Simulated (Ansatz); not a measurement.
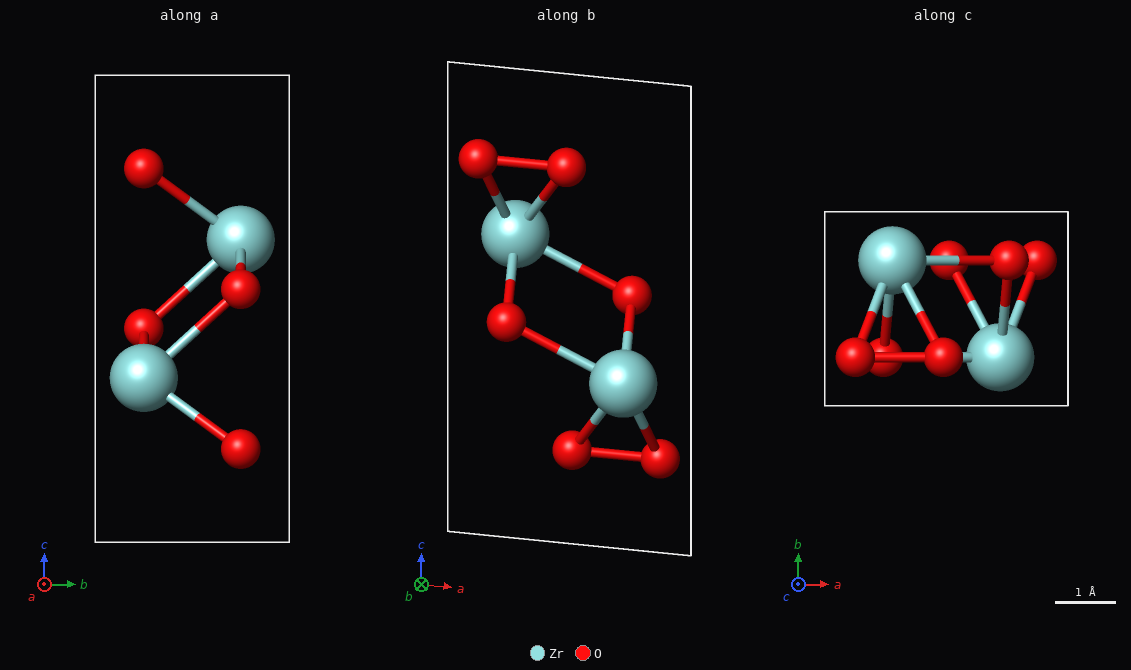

Ball-and-stick representation of a periodic structure, projected along the a axis, along the b axis and along the c axis. Atoms at the boundary of the conventional unit cell (the box) are drawn once for each face, edge or corner they touch.

Lattice parameters: a = 4.116 Å, b = 3.261 Å, c = 7.899 Å, α = 90.00°, β = 95.74°, γ = 90.00°.

From the views, write a table of Wyckoff sites, with free fractional coordinates to two decimals.

Answer. Space group P2_1/m (No. 11).
```json
{"atom": "Zr", "site": "2e", "x": "0.28", "y": "0.75", "z": "0.65"}
{"atom": "O", "site": "2e", "x": "0.87", "y": "0.75", "z": "0.20"}
{"atom": "O", "site": "2e", "x": "0.24", "y": "0.25", "z": "0.46"}
{"atom": "O", "site": "2e", "x": "0.49", "y": "0.25", "z": "0.80"}
```

It derives from a structure type filled with these elements by a generator (whether the compound takes this form wasn't checked). Earlier steps of the study may have refined or changed the cell and positions. It was the input of a calculation with Ansatz.
